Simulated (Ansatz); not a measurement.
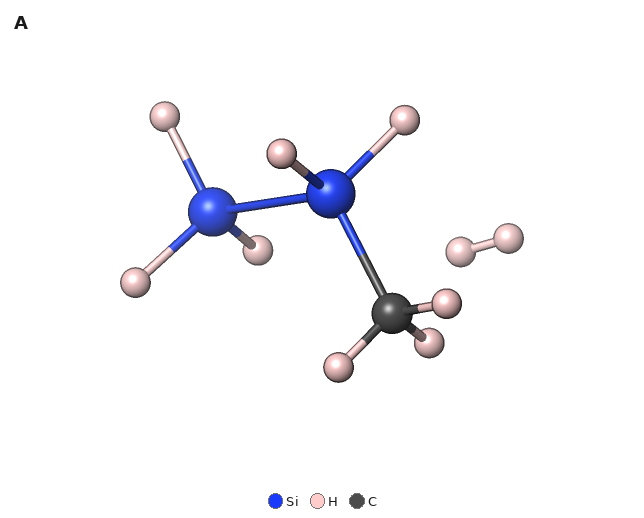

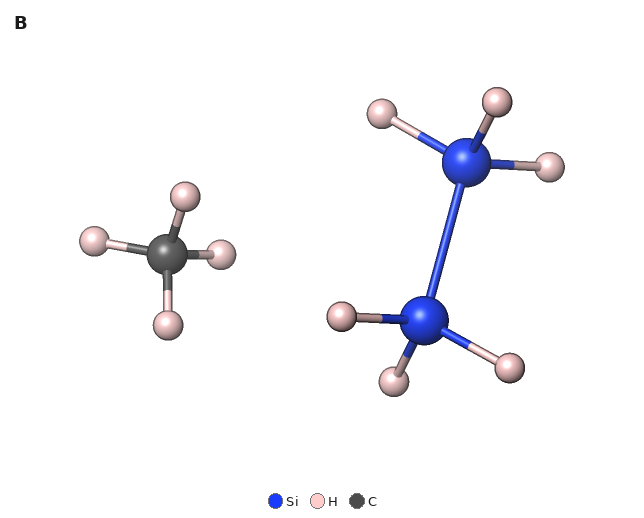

2 stationary structures of one formula. Geometries: PBE0-D4/def2-TZVP. Electronic energies: CCSD(T)/CBS (MP2 limit from def2-TZVPP and def2-QZVPP plus CCSD(T) − MP2) (Ansatz 0.2.0), without zero-point energy. No frequency run is at hand to confirm each as a minimum. Each is one conformer, not always the lowest.

Rank them by energy, lowest first.

B is lowest; A lies 7.4 kcal/mol above it.
